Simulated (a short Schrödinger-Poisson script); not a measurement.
Structure: gated In0.52Al0.48As/In0.53Ga0.47As modulation-doped gas in a quantum well, at 300 K.

```tsv
layer	material	thickness (nm)	Nd (cm⁻³)	Na (cm⁻³)
1	In0.52Al0.48As	8	-	-
2	In0.52Al0.48As	10	5.7e17	-
3	In0.52Al0.48As	40	-	-
4	In0.53Ga0.47As	6	-	-
5	In0.52Al0.48As	4000	-	3e14
```

Constants are typed, rounded textbook-type inputs, not results; the design itself was drawn at random and stands for no fabricated device. In0.52Al0.48As: permittivity 12.5, conduction-band edge (eV) 0.52, gap (eV) 1.45, electron mass (mₑ) 0.075, Nv at 300 K (cm⁻³) 1.1e19. In0.53Ga0.47As: permittivity 13.9, conduction-band edge (eV) 0, gap (eV) 0.74, Nv at 300 K (cm⁻³) 7.7e18.

Channel valleys (confinement mass, in-plane density-of-states mass, number): Γ 0.041, 0.041, 1. At the gate the conduction-band edge of layer 1 lies 0.65 eV − eVg above the Fermi level of the channel; the field vanishes at the back. Donor level 0.02 eV below the band edge. The barrier under the gate holds no holes. Gaps are held at their typed values at every temperature. Mesh 0.08 nm at interfaces.

Solved with a short Schrödinger-Poisson script written for these runs: 1D Poisson equation in equilibrium, electrons quantum, Hartree plus LDA exchange-correlation (BenDaniel-Duke, 40 states a valley, the channel's in-plane mass for all, wave functions free to enter the barrier), parabolic valleys, classical holes, donors ionised by Fermi statistics, acceptors fully, no traps, pinning or gate leakage.

Only gate voltages with over 1e8 electrons/cm² are shown.

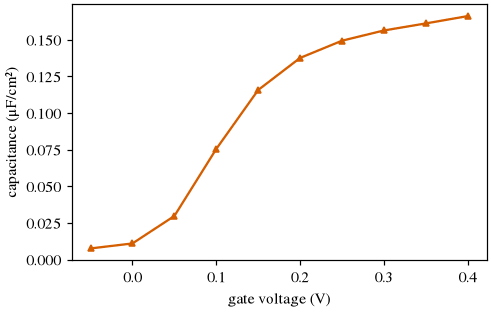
*Quasi-static capacitance against gate voltage*

| Vg (V) | electrons (cm⁻²) | in the channel layer | C (μF/cm²) | Γ E0 (meV) | Γ E1 (meV) |
|---|---|---|---|---|---|
| 0.4 | 2.79e11 | 2.61e11 | 0.166 | 3.4 | 229.3 |
| 0.3 | 1.79e11 | 1.68e11 | 0.156 | 18.0 | 310.1 |
| 0.2 | 8.74e10 | 8.17e10 | 0.138 | 39.4 | 336.7 |
| 0.1 | 1.88e10 | 1.76e10 | 0.0755 | 81.1 | 378.3 |
| 0 | 7.51e8 | 7.02e8 | 0.0110 | 164.9 | 461.7 |

Subbands count from the Fermi level.
